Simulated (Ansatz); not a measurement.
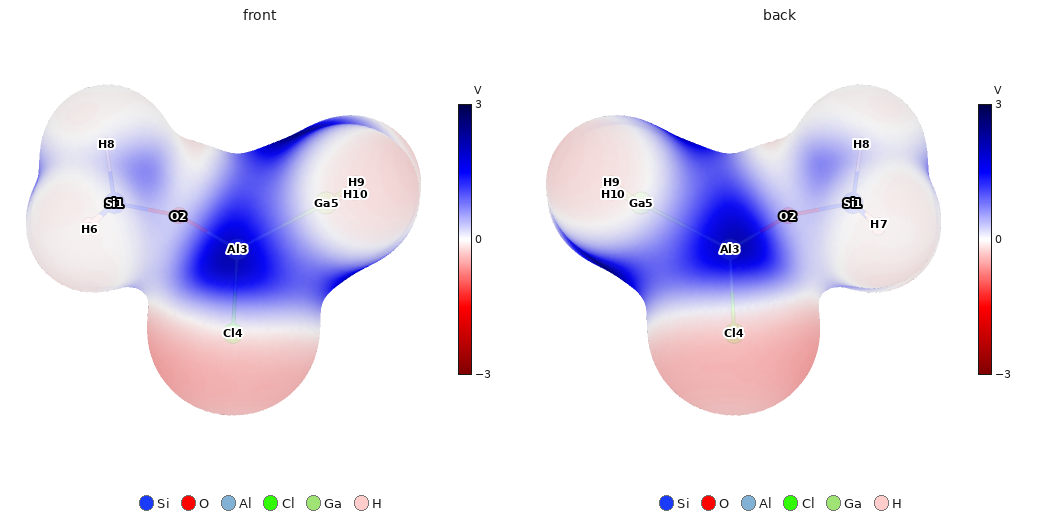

Figure 1: AlClGaH5OSi. The molecular electrostatic potential painted on the density surface at 0.001 e/bohr³, seen from the front and from behind; red is negative and blue positive.

Geometry: PBE0-D4/def2-TZVP.

All numbers below come from RKS PBE0-D4/def2-TZVPP (Ansatz).

```yaml
atoms:
  - { symbol: Si, position_ang: [1.1423, -1.5282, 1.3944] }
  - { symbol: O, position_ang: [0.3359, -0.5224, 0.3964] }
  - { symbol: Al, position_ang: [-0.6064, 0.0283, -0.8815] }
  - { symbol: Cl, position_ang: [-1.3464, -1.4168, -2.2248] }
  - { symbol: Ga, position_ang: [-1.1226, 2.4522, -1.1986] }
  - { symbol: H, position_ang: [2.2527, -2.1960, 0.6654] }
  - { symbol: H, position_ang: [0.2255, -2.5661, 1.9356] }
  - { symbol: H, position_ang: [1.7077, -0.7470, 2.5256] }
  - { symbol: H, position_ang: [-2.4007, 3.1105, -0.5591] }
  - { symbol: H, position_ang: [-0.1878, 3.3856, -2.0534] }
```

> Which sites attract a positive test charge, and which a negative one?

A positive charge is drawn to the negative regions and a negative charge to the positive ones. The most negative region (about −0.5 V) lies over Cl4, the most positive (about +2.5 V) over Ga5.
